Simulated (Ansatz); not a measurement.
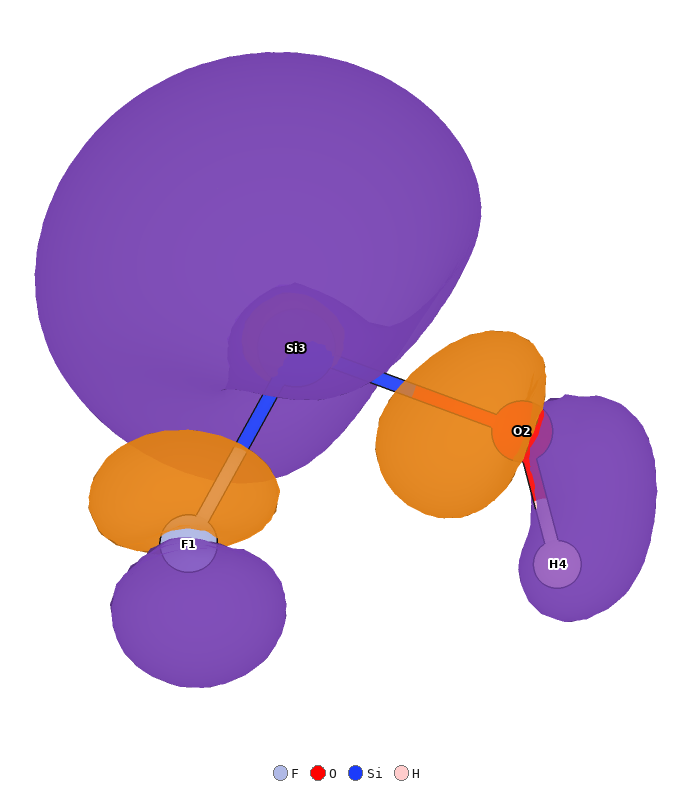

FHOSi. The HOMO at ±0.1 Å⁻³ᐟ² (orange and purple are the two phases), seen at a tilt.

Geometry: B3LYP-D3(BJ)/6-311G**.

These are results of isolated molecule in a Gaussian basis; Kohn-Sham density functional theory, functional PBE0 in Ansatz, not measurements.

Question: Where does this orbital lie, and at what energy?

Answer: It lies mainly on Si3 (about 80 %), F1 (about 10 %) and O2 (about 10 %); it is symmetric in the molecular plane (an in-plane orbital: σ, lone-pair or in-plane π type). Its energy is −7.94 eV.
